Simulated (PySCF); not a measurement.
**C4H3AlN2: geometry relaxation**

The run: geometry relaxation of C4H3AlN2. Method and program: PBE0-D3(BJ)/def2-SVP geometry optimisation, gas phase (PySCF 2.14.0).

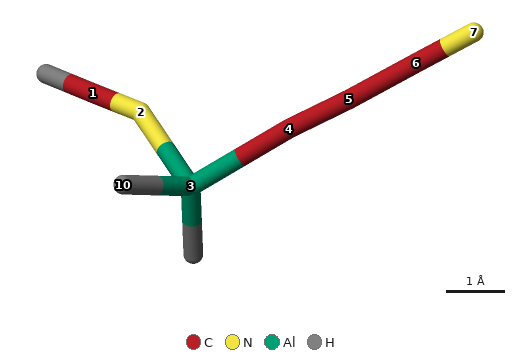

Figure 1. The input geometry (stick view, seen at a tilt; atoms are numbered from 1 in the order of the input). Sticks mark near contacts. Bond lengths as drawn: Al–C 2.02 Å, Al–H 1.52 to 1.57 Å, Al–N 2.00 Å, C–C 1.19 to 1.36 Å, C–H 1.09 Å and C–N 1.11 to 1.17 Å.

### Key numbers

| quantity | value |
| --- | --- |
| outcome | converged |
| total energy | −505.364649 hartree |
| dipole moment | 8.89 D |
| point group | Cs |
| hardware | 1 CPU thread, shared host |
| wall time | 47 s |
| peak memory | 0.46 GiB |

### Input
```
{"job": {"xc": "PBE0", "basis": "def2-SVP", "d3": "d3bj", "grid": 1, "shake": 0.01, "kind": "geom"}, "charge": 0, "multiplicity": 1}
C     -1.499660     2.538880    -0.247200
N     -1.081190     1.529880    -0.052050
Al    -1.244740    -0.415200     0.391500
C      0.701620    -0.950200     0.439190
C      1.819260    -1.364970     0.478180
C      3.110600    -1.783540     0.534170
N      4.217220    -2.148830     0.576640
H     -1.902220     3.534030    -0.445610
H     -2.091550    -0.772550    -0.824200
H     -1.978920    -0.188430     1.757080
```

The first line tells a small driver script what to run in PySCF; the rest is the geometry in Å.

Run as:
```bash
OMP_NUM_THREADS=1 python <driver script> task.json out
```

### What the program printed
```
step   0  E = -505.35050184  max force = 0.115043
step   1  E = -505.36215953  max force = 0.017683
step   2  E = -505.36289270  max force = 0.004955
step   3  E = -505.36373917  max force = 0.013869
step   4  E = -505.36424824  max force = 0.013506
step   5  E = -505.36455647  max force = 0.004625
step   6  E = -505.36462563  max force = 0.001410
step   7  E = -505.36464060  max force = 0.001121
step   8  E = -505.36464942  max force = 0.000266
optimisation converged
```

### Trajectory as extended XYZ (Å, eV, eV/Å), 9 frames, from step=0 to step=8
```
10
Properties=species:S:1:pos:R:3:forces:R:3 step=0 energy=-13751.28758
C    -1.4997    2.5389   -0.2472   -2.0714   5.9157  -1.1927
N    -1.0812    1.5299   -0.0520    1.7913  -4.9731   0.9942
Al   -1.2447   -0.4152    0.3915    1.4783  -0.1865   0.5897
C     0.7016   -0.9502    0.4392   -4.4853   1.2859  -0.1521
C     1.8193   -1.3650    0.4782    2.7448  -0.8260   0.1287
C     3.1106   -1.7835    0.5342    1.1361  -0.4745   0.0083
N     4.2172   -2.1488    0.5766   -0.2786   0.1157  -0.0022
H    -1.9022    3.5340   -0.4456    0.1693  -0.3517   0.0795
H    -2.0915   -0.7725   -0.8242   -0.4319  -0.4210  -0.8583
H    -1.9789   -0.1884    1.7571   -0.0527  -0.0846   0.4049
10
Properties=species:S:1:pos:R:3:forces:R:3 step=1 energy=-13751.60480
C    -1.5677    2.6584   -0.2529    0.5312  -0.9093   0.1483
N    -1.1937    1.5864   -0.0400   -0.4818   0.8311  -0.1249
Al   -1.2096   -0.4214    0.4132    0.0198  -0.0883  -0.0937
C     0.6789   -0.9527    0.4245    0.1981  -0.0713   0.0118
C     1.8347   -1.3736    0.4634   -0.3691   0.1976  -0.0014
C     3.1313   -1.8245    0.5186   -0.0344   0.0030  -0.0049
N     4.2303   -2.2026    0.5695    0.0520  -0.0193  -0.0099
H    -1.8975    3.6661   -0.4590   -0.0332   0.0914  -0.0124
H    -2.0522   -0.8774   -0.8668    0.0775  -0.0081   0.0761
H    -1.9051   -0.2792    1.8375    0.0400  -0.0269   0.0111
10
Properties=species:S:1:pos:R:3:forces:R:3 step=2 energy=-13751.62475
C    -1.5046    2.6423   -0.2512    0.2367  -0.1221  -0.0031
N    -1.1884    1.5594   -0.0318   -0.2548   0.1465   0.0060
Al   -1.2409   -0.4486    0.4206   -0.0666  -0.0040  -0.0406
C     0.6415   -0.9543    0.4314    0.0567  -0.0161   0.0100
C     1.8023   -1.3505    0.4642   -0.0130   0.0606   0.0013
C     3.1081   -1.7769    0.5064    0.0170  -0.0138  -0.0016
N     4.2151   -2.1342    0.5441   -0.0107   0.0009  -0.0078
H    -1.7834    3.6671   -0.4634    0.0037  -0.0211   0.0091
H    -2.0681   -0.9119   -0.8589    0.0145  -0.0151   0.0156
H    -1.9323   -0.3129    1.8468    0.0165  -0.0156   0.0112
10
Properties=species:S:1:pos:R:3:forces:R:3 step=3 energy=-13751.64779
C    -1.3578    2.6034   -0.2468    0.0470   0.7132  -0.1593
N    -1.1891    1.4972   -0.0154   -0.1181  -0.6730   0.1539
Al   -1.3253   -0.5079    0.4331   -0.0221   0.0896   0.0463
C     0.5676   -0.9621    0.4452   -0.1612   0.0093  -0.0001
C     1.7434   -1.3011    0.4652    0.3041  -0.0514  -0.0102
C     3.0680   -1.6697    0.4806    0.0148  -0.0094   0.0030
N     4.1904   -1.9780    0.4914   -0.0304   0.0063   0.0012
H    -1.5011    3.6545   -0.4680    0.0067  -0.0516   0.0120
H    -2.1420   -0.9773   -0.8426   -0.0311  -0.0256  -0.0456
H    -2.0048   -0.3795    1.8654   -0.0097  -0.0074  -0.0012
10
Properties=species:S:1:pos:R:3:forces:R:3 step=4 energy=-13751.66164
C    -1.2304    2.5670   -0.2424    0.0881   0.6945  -0.1515
N    -1.2020    1.4510   -0.0003   -0.1757  -0.6674   0.1504
Al   -1.3995   -0.5475    0.4480    0.0577   0.0805   0.0504
C     0.5063   -0.9674    0.4559   -0.1547  -0.0145   0.0156
C     1.6954   -1.2593    0.4628    0.2683  -0.0470  -0.0221
C     3.0328   -1.5792    0.4571   -0.0009  -0.0052   0.0032
N     4.1658   -1.8461    0.4473   -0.0196   0.0073   0.0056
H    -1.2436    3.6260   -0.4711    0.0002  -0.0456   0.0076
H    -2.1987   -1.0341   -0.8312   -0.0471  -0.0075  -0.0472
H    -2.0768   -0.4309    1.8819   -0.0162   0.0048  -0.0121
10
Properties=species:S:1:pos:R:3:forces:R:3 step=5 energy=-13751.67003
C    -1.1186    2.5266   -0.2359    0.0713   0.2378  -0.0469
N    -1.2248    1.4135    0.0119   -0.1377  -0.2208   0.0439
Al   -1.4619   -0.5773    0.4578    0.0950   0.0448   0.0271
C     0.4561   -0.9747    0.4615   -0.0605  -0.0439   0.0082
C     1.6566   -1.2251    0.4569    0.0811  -0.0125  -0.0210
C     3.0036   -1.4997    0.4374   -0.0014  -0.0047   0.0043
N     4.1449   -1.7269    0.4151   -0.0092   0.0069   0.0057
H    -1.0074    3.5783   -0.4683   -0.0052  -0.0156   0.0006
H    -2.2639   -1.0680   -0.8211   -0.0167   0.0030  -0.0184
H    -2.1353   -0.4671    1.8929   -0.0167   0.0049  -0.0035
10
Properties=species:S:1:pos:R:3:forces:R:3 step=6 energy=-13751.67191
C    -1.1126    2.5278   -0.2354    0.0222  -0.0545   0.0166
N    -1.2412    1.4154    0.0145   -0.0526   0.0527  -0.0153
Al   -1.4651   -0.5757    0.4613    0.0725   0.0027   0.0000
C     0.4534   -0.9804    0.4603   -0.0044  -0.0206   0.0100
C     1.6555   -1.2276    0.4527   -0.0162   0.0048  -0.0118
C     3.0033   -1.4972    0.4345   -0.0007  -0.0047   0.0017
N     4.1457   -1.7186    0.4144    0.0000   0.0033   0.0039
H    -0.9821    3.5764   -0.4700   -0.0060  -0.0018  -0.0013
H    -2.2652   -1.0700   -0.8196   -0.0090   0.0114  -0.0003
H    -2.1423   -0.4704    1.8951   -0.0059   0.0067  -0.0036
10
Properties=species:S:1:pos:R:3:forces:R:3 step=7 energy=-13751.67232
C    -1.1178    2.5297   -0.2355    0.0151  -0.0576   0.0159
N    -1.2458    1.4171    0.0139   -0.0312   0.0533  -0.0148
Al   -1.4610   -0.5746    0.4600    0.0442   0.0049   0.0023
C     0.4562   -0.9827    0.4582   -0.0004  -0.0140   0.0012
C     1.6580   -1.2312    0.4510   -0.0197   0.0050  -0.0070
C     3.0056   -1.5016    0.4358    0.0004  -0.0034   0.0015
N     4.1481   -1.7231    0.4192    0.0010   0.0016   0.0026
H    -0.9891    3.5785   -0.4701   -0.0052   0.0016  -0.0013
H    -2.2679   -1.0642   -0.8188   -0.0004   0.0055  -0.0003
H    -2.1369   -0.4683    1.8943   -0.0038   0.0032  -0.0001
10
Properties=species:S:1:pos:R:3:forces:R:3 step=8 energy=-13751.67256
C    -1.1243    2.5335   -0.2354    0.0034  -0.0137   0.0037
N    -1.2542    1.4215    0.0141    0.0014   0.0113  -0.0025
Al   -1.4551   -0.5707    0.4603   -0.0059  -0.0049  -0.0034
C     0.4588   -0.9856    0.4546    0.0066   0.0049   0.0006
C     1.6599   -1.2366    0.4471   -0.0031  -0.0003   0.0014
C     3.0071   -1.5093    0.4365    0.0016  -0.0013  -0.0006
N     4.1495   -1.7313    0.4252   -0.0010  -0.0004   0.0006
H    -0.9974    3.5823   -0.4709   -0.0023   0.0011  -0.0001
H    -2.2634   -1.0588   -0.8183   -0.0024   0.0021   0.0006
H    -2.1316   -0.4654    1.8947    0.0019   0.0011  -0.0002
```

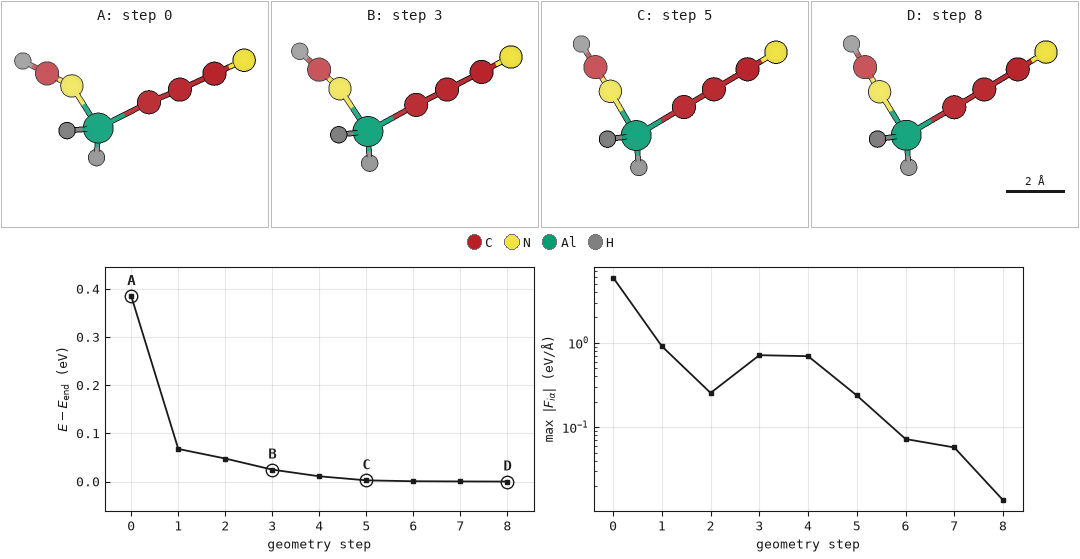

Figure 2. Frames of the relaxation (ball-and-stick view, seen at a tilt) above the curves, on which the letters mark them (steps are counted from 0).

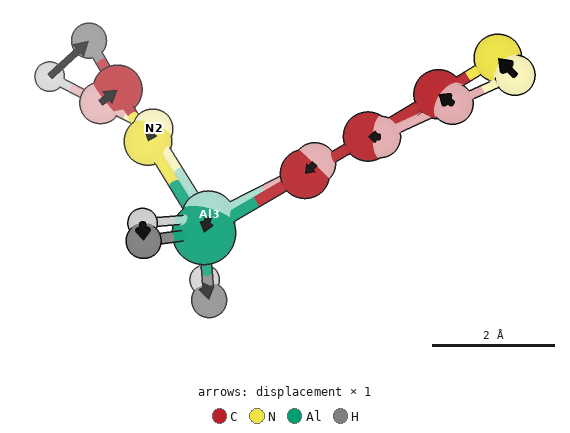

Figure 3. Start (faint) and end (solid) with the displacements as black arrows, at true length (ball-and-stick view, seen at a tilt). The two geometries are laid on each other by the best rigid fit. After 8 geometry steps the energy has fallen by 0.385 eV. The largest force component goes from 5.9 to 0.014 eV/Å. H8 moves most after the best rigid fit: 0.88 Å. Largest moves by element: H 0.88 Å, N 0.47 Å, C 0.36 Å, Al 0.27 Å. Among the contacts that change: Al3–H9 1.524 → 1.589 Å, Al3–C4 2.019 → 1.958 Å, N2–Al3 2.002 → 2.051 Å, C1–N2 1.110 → 1.147 Å. Among the angles that change: C1–N2–Al3 153.1° → 179.1°, N2–Al3–H10 95.2° → 100.0°, Al3–C4–C5 175.0° → 179.5°. (Atoms are counted from 1 in the order of the input.)
